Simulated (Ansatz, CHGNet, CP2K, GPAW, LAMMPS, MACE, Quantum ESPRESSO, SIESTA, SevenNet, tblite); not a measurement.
# Running glassy 60SiO2-7Al2O3-17Li2O-17SrO (mol %) (89 atoms) with tblite

Aim: run glassy 60SiO2-7Al2O3-17Li2O-17SrO (mol %) (89 atoms) in tblite and see how near its forces come to a plane-wave reference, and at what cost.

Main program and level: tblite 0.8.0; the method is named at each step.

### 1. The structure

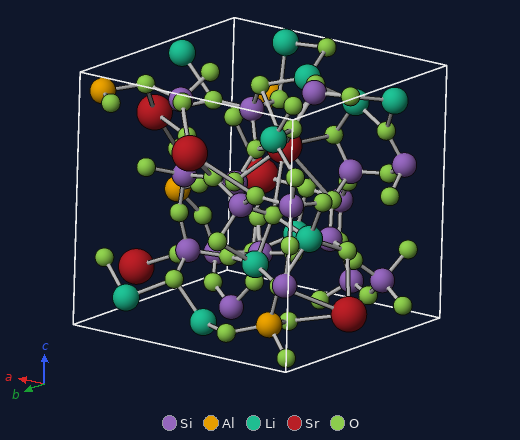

Start, viewed from a free direction; silicon purple, aluminium orange, lithium teal, strontium red, oxygen green. Some periodic images of atoms are drawn too.

The cell holds 89 atoms: 18 Si, 4 Al, 10 Li, 5 Sr and 52 O. Its edges and angles: a = 10.427 Å, b = 10.427 Å, c = 10.427 Å, α = 90.0°, β = 90.0°, γ = 90.0°. 89 atoms (18 Si, 4 Al, 10 Li, 5 Sr, 52 O) placed at random at 2.76 g/cm³, melted at 4000 K for 10 ps at fixed volume with the Morse and Coulomb pair potential with partial charges (Pedone, Malavasi, Menziani, Cormack and Segre, J. Phys. Chem. B 110, 11780 (2006)). Quenched from 4000 K to 300 K at 50 K/ps and fixed volume, held 10 ps at zero pressure.

The yardstick, on the same geometry:

```
method                                           : Kohn-Sham DFT, PBE, PAW, plane waves (Ansatz 0.2.0); cutoff 420 eV, Γ point, fermi-dirac smearing of 0.05 eV; PAW set soft_2
r.m.s. force component                           : 1.436 eV/Å
longest force                                    : 6.462 eV/Å
pressure                                         : 4.327 GPa
gap (highest filled to lowest empty level) : 2.464 eV
SCF cycles                                       : 9
time                                             : 12 s on 4 threads of Arm Neoverse V2, shared host
CPU time                                         : 45 s
```

### 2. GFN1-xTB

Method: GFN1-xTB tight binding, diagonalisation.

Input file run.py:

```python
import numpy as np
from ase.io import read
from tblite.ase import TBLite

atoms = read("structure.xyz")
atoms.calc = TBLite(method="GFN1-xTB", electronic_temperature=580, accuracy=1.0, max_iterations=250, mixer_damping=0.4, verbosity=1)
energy = atoms.get_potential_energy()
forces = atoms.get_forces()
print(f"energy {energy:.6f} eV")
print("forces (eV/A)")
for i, (a, f) in enumerate(zip(atoms, forces)):
    print(f"{i:4d} {a.symbol:2s} {f[0]:10.5f} {f[1]:10.5f} {f[2]:10.5f}")
stress = -atoms.get_stress(voigt=False) * 160.21766
print("stress (GPa, compression positive)")
for row in stress:
    print(" ".join(f"{x:10.4f}" for x in row))
print("charges (e)")
print(np.array2string(atoms.get_charges(), precision=4, suppress_small=True, max_line_width=110, threshold=100000))
```

Input file structure.xyz:

```xyz
89
Lattice="10.42707 0.00000 0.00000 0.00000 10.42707 0.00000 0.00000 0.00000 10.42707" Properties=species:S:1:pos:R:3 pbc="T T T"
Si 4.05519 0.43387 0.85398
Si 3.09674 2.02462 5.90214
Si 7.29019 3.02197 7.90455
Si 7.70321 7.30708 9.14120
Si 4.84098 0.20281 3.99805
Si 9.05695 2.73471 1.58648
Si 7.02263 7.49435 3.08787
Si 5.31113 4.93440 2.72511
Si 7.04422 7.86284 6.28127
Si 2.51657 4.13089 3.66814
Si 1.53372 1.85122 1.65415
Si 1.21528 8.66938 6.26719
Si 4.10065 8.06774 5.61811
Si 6.96445 4.51586 0.10281
Si 0.83542 9.49906 3.21894
Si 0.27726 2.32107 6.76435
Si 2.47820 5.52770 10.02761
Si 6.82942 4.65433 5.28746
Al 2.42940 8.24844 1.03478
Al 10.28537 9.03589 9.37738
Al 9.87141 4.32317 4.39584
Al 8.40453 0.21344 7.69695
Li 2.26591 8.53904 8.78793
Li 2.62283 2.48279 8.94538
Li 10.40893 3.52164 9.73336
Li 1.69805 6.69877 4.38187
Li 5.49590 8.45698 0.61207
Li 7.18373 0.98338 10.22739
Li 6.62275 0.67609 2.36611
Li 3.86114 7.30479 3.06379
Li 8.39525 9.71740 1.34885
Li 4.67612 2.93459 9.67570
Sr 10.30539 5.43647 7.71728
Sr 10.41164 6.24008 1.49816
Sr 8.70316 0.29008 4.28448
Sr 4.21994 5.04764 7.39748
Sr 5.10363 10.25075 8.04532
O 8.38691 4.93555 5.02126
O 4.54203 0.65273 2.43003
O 7.23430 6.02487 10.08798
O 6.42182 3.72330 9.20627
O 5.17162 0.98056 10.40288
O 5.37588 8.23551 6.56989
O 3.73623 9.33671 0.68631
O 7.60999 6.95590 7.57141
O 1.57824 1.54613 5.99869
O 6.00495 5.87941 5.76116
O 1.25021 0.55045 2.70562
O 0.77004 7.14202 6.15875
O 2.85243 8.82766 6.40441
O 7.88141 9.30939 6.74225
O 3.84988 2.18583 7.30156
O 9.43066 3.16451 3.13427
O 2.98642 3.40214 5.03534
O 7.25453 7.84554 4.67456
O 7.09823 1.43487 7.99037
[... 29 atom lines left out ...]
O 6.76602 8.74643 2.21210
O 3.97678 0.96586 5.08758
O 2.22868 2.87933 2.58143
O 9.04371 10.20560 9.36121
```

Run with:

```bash
OMP_NUM_THREADS=1 python run.py > output.txt
```

What it wrote:

```text
------------------------------------------------------------
  cycle        total energy    energy error   density error
------------------------------------------------------------
      1     -224.1648744823  -2.2537083E+02   1.0444721E+00
      2      7403.909492525   7.6280744E+03   3.6139062E+00
      3      5156.266965492  -2.2476425E+03   2.2461062E+00
      4     -47.56955726296  -5.2038365E+03   7.8409817E-01
      5      2694.470144463   2.7420397E+03   1.5899559E+00
      6     -52.71317020934  -2.7471833E+03   6.6258609E-01
      7     -291.4570893372  -2.3874392E+02   3.3960458E-01
      8     -298.8027552407  -7.3456659E+00   3.3580870E-01
      9     -298.9718369717  -1.6908173E-01   2.8873584E-01
     10     -296.7343518662   2.2374851E+00   2.1250090E-01
     11     -294.4657830977   2.2685688E+00   2.0335383E-01
     12     -297.3271466601  -2.8613636E+00   1.3321438E-01
     13     -298.6289721470  -1.3018255E+00   6.1167932E-02
     14     -296.5333860786   2.0955861E+00   5.3380718E-02
     15     -299.3269965337  -2.7936105E+00   4.5902368E-02
     16     -298.3804673729   9.4652916E-01   3.5690582E-02
     17     -299.4014542609  -1.0209869E+00   1.7828741E-02
     18     -299.5847099371  -1.8325568E-01   7.8599126E-03
     19     -299.6265458255  -4.1835888E-02   2.0387142E-03
     20     -299.6203290591   6.2167663E-03   2.9496352E-03
     21     -299.6241257501  -3.7966910E-03   2.1884855E-03
     22     -299.6277229066  -3.5971564E-03   1.3709386E-03
     23     -299.6297802765  -2.0573700E-03   3.3004082E-04
     24     -299.6298022454  -2.1968835E-05   1.5711325E-04
     25     -299.6298058181  -3.5727575E-06   1.0022604E-04
     26     -299.6298153901  -9.5719697E-06   2.4670881E-05
     27     -299.6298159377  -5.4756237E-07   1.0839245E-05
------------------------------------------------------------
 total:                                   5.052 sec
energy -8153.342586 eV
forces (eV/A)
   0 Si   -0.17506    0.35889    2.76680
   1 Si    0.37220   -0.14958    0.81260
   2 Si    0.57849    1.23760   -0.22191
   3 Si    2.16310   -0.85929    0.82925
   4 Si   -0.86309   -1.36905   -0.89704
   5 Si    1.95147   -0.13548    2.68015
   6 Si    2.10911   -1.93130   -0.11531
   7 Si    1.80764    1.91508    0.75580
   8 Si   -0.48374    0.52390    0.55234
   9 Si   -1.67311   -1.18488    0.06788
  10 Si   -1.18740   -2.63442    0.40544
  11 Si   -0.33987   -0.71452    0.51888
  12 Si    0.23587    2.09409   -0.85817
  13 Si    0.73649   -0.35936    0.22342
  14 Si    0.54142   -0.14626    0.76625
  15 Si   -0.94787   -1.10499   -0.85821
  16 Si    0.26462    3.15889   -2.75999
  17 Si   -0.09961   -0.54813   -0.86334
  18 Al   -0.87102   -0.04046    0.74106
  19 Al   -0.63902   -0.93094   -1.13831
  20 Al    0.16276   -0.14846   -0.86553
  21 Al    0.34943    0.01440    0.50928
  22 Li   -0.25956   -0.89688   -0.44848
  23 Li   -0.94577    0.25741   -0.50419
[...]
81 O    -0.63813   -1.45906    0.86006
  82 O    -0.94471    1.50001   -0.35978
  83 O     1.23961    0.07732    0.15699
  84 O    -0.91081   -0.87431   -1.48102
  85 O    -0.26530    4.56739   -3.03969
  86 O    -0.59120    0.26066    0.25629
  87 O     0.94571    2.15606    1.09065
  88 O    -0.66831    1.16585    0.13808
stress (GPa, compression positive)
   -9.5005    -0.6767    -0.7671
   -0.6767   -10.6158     0.4137
   -0.7671     0.4137   -13.1542
charges (e)
[ 0.8511  0.8762  0.8781  0.873   0.8739  0.8705  0.8712  0.9228  0.931   0.9093  0.9152  0.8687  0.882
  0.9036  0.8562  0.8784  0.7943  0.9034  0.9769  1.0008  1.0033  0.9992  0.8732  0.7894  0.8699  0.9059
  0.8382  0.8249  0.8509  0.9546  0.8079  0.8062  1.3299  1.3183  1.3257  1.3194  1.3149 -0.6317 -0.5576
 -0.5143 -0.6172 -0.8605 -0.588  -0.7411 -0.5282 -0.5241 -0.6581 -0.5016 -0.8235 -0.598  -0.7137 -0.8504
 -0.6757 -0.5092 -0.487  -0.7399 -0.4911 -0.7407 -0.7025 -0.6849 -0.6736 -0.83   -0.5578 -0.9108 -0.504
 -0.8072 -0.8633 -0.7988 -0.7463 -0.5619 -0.7839 -0.5405 -0.7821 -0.5333 -0.8224 -0.881  -0.8329 -0.5675
 -0.8145 -0.7489 -0.7384 -0.5385 -0.5333 -0.732  -0.4873 -0.837  -0.4806 -0.4605 -0.8612]
```

It took 5.7 s on 1 thread of Arm Neoverse V2, shared host; peak memory 0.14 GiB.

Banners, paths, timers and routine set-up lines are dropped from the logs unmarked, and long logs keep their key lines alone; longer cuts are marked.

Compared with the plane-wave run:

```
r.m.s. force component                  : 1.6 eV/Å
r.m.s. difference of force components   : 674 meV/Å
longest difference of force vectors     : 2655 meV/Å
force difference over r.m.s. force      : 46.95 %
slope of forces against the reference's : 1.011
correlation of force components         : 0.9071
pressure                                : -11.09 GPa
pressure difference                     : -15.42 GPa
```

Length of the force difference by element (eV/Å):

```csv
element,atoms,mean,most
Al,4,1.2,1.7
Li,10,0.42,0.93
O,52,1.0,2.0
Si,18,1.3,2.7
Sr,5,0.78,1.7
```

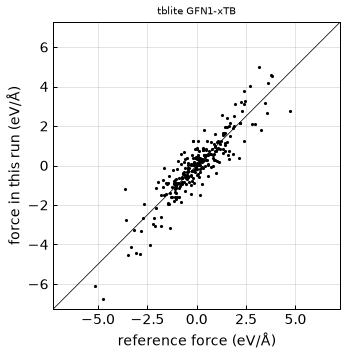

Force components against those of the reference; the line marks equality.

The surroundings of O64, whose charge lies farthest from its element's mean, nearest first, numbered as they follow in the input and with coordinates relative to it.

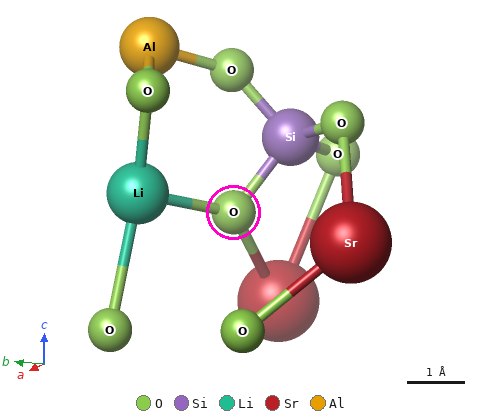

The atoms of the table, within 3.3 Å (arrows a, b, c point along x, y, z); some may hide others; the central atom is ringed.

```csv
atom,x,y,z,distance (Å),Mulliken charge (e),Fx,Fy,Fz (eV/Å)
O64,0.00,0.00,0.00,0.00,-0.91,0.44,0.84,-1.51
Si17,-0.32,-0.96,1.36,1.69,0.79,0.26,3.16,-2.76
Li23,-0.53,2.05,0.12,2.13,0.87,-0.26,-0.90,-0.45
Sr36,1.42,-1.44,-1.27,2.39,1.32,0.11,0.16,-1.03
O80,-0.10,0.08,2.53,2.54,-0.75,1.21,3.09,4.19
O62,0.52,-2.21,1.27,2.60,-0.83,4.52,-6.10,-1.13
O67,-1.81,-1.34,1.40,2.66,-0.86,-6.74,-1.57,-0.19
Sr33,-2.92,-1.05,-0.95,3.25,1.33,-0.34,0.54,-0.58
O50,0.05,2.34,-2.26,3.26,-0.60,1.03,1.52,1.93
O49,-2.03,0.66,-2.51,3.29,-0.82,-0.78,-3.16,-0.33
Al19,-0.37,1.76,2.80,3.33,0.98,-0.87,-0.04,0.74
O76,-1.63,2.31,1.77,3.34,-0.88,0.08,-0.10,-0.63
```

Atoms are counted from 1 here, from 0 in the log.

Forces lie 47 % from the reference's, at 0.12 times its CPU time (on 1 against 4 cores).

### 3. Summary of results

```json
{
  "force difference from the reference": "tblite GFN1-xTB, 47 %",
  "its CPU time": "5.4 s"
}
```

In words: Tight binding differs by 47 % (tblite GFN1-xTB); it is another model, with fitted parameters of its own, and the xTB methods hold dispersion. One electronic-structure run takes under half the reference's CPU time: tblite GFN1-xTB, at 47 % in 5.4 s against 45 s; its pressure misses by -15.4 GPa. Periodic xTB results under one method name differ between programs and library versions. The quench rate of 50 K/ps is many orders above laboratory rates, so the cell is likely richer in defects and strain than a real sample. The network of bonds at the start is that of the classical potential that made the cell, and needn't be the one that DFT or experiment would give. The reference's stress is far from hydrostatic: its diagonal is 5.7, 5.4, 1.9 GPa, compression counted positive. The electronic-structure runs sample only Γ, in a cell whose shortest periodic width is 10 Å.

[Also dropped from logs without a mark: logging warnings of Python, and SIESTA's first energy breakdown and zero terms.]

[Logs are printed without paths, hosts, clocks, repeated set-up lines and the standing remarks that a program may print on its own settings, such as how far it seeks lower states.]

[Hosts, paths, dates, database ids (printed as entryN), source tags and the programs' standing remarks are cut or masked in the printed files.]
